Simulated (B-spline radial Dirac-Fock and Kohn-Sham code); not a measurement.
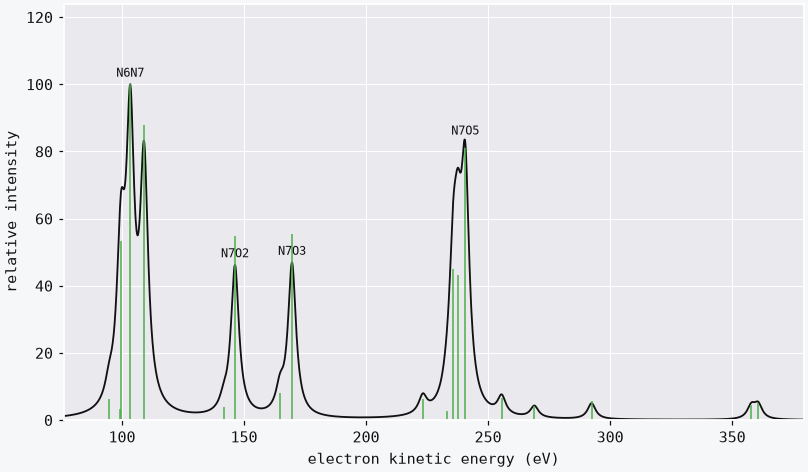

Auger and Coster–Kronig groups that fill an N5 (4d5/2) hole, broadened by 4.0 eV full width. Kinetic energies count from the vacuum level; very weak lines are left out. The figure is for neutral Pb, configuration [Xe] 4f14 5d10 6s2 6p2. Computed with a radial B-spline solver: independent-particle Coulomb rates on relativistic LDA orbitals, configuration-average energies from Dirac–Fock. Widths ruled by Coster–Kronig decay come out up to twice the measured ones in this model.

Question: Which group is strongest?

Answer: N5-N6N7 at 103.4 eV, 17 % of the non-radiative width.
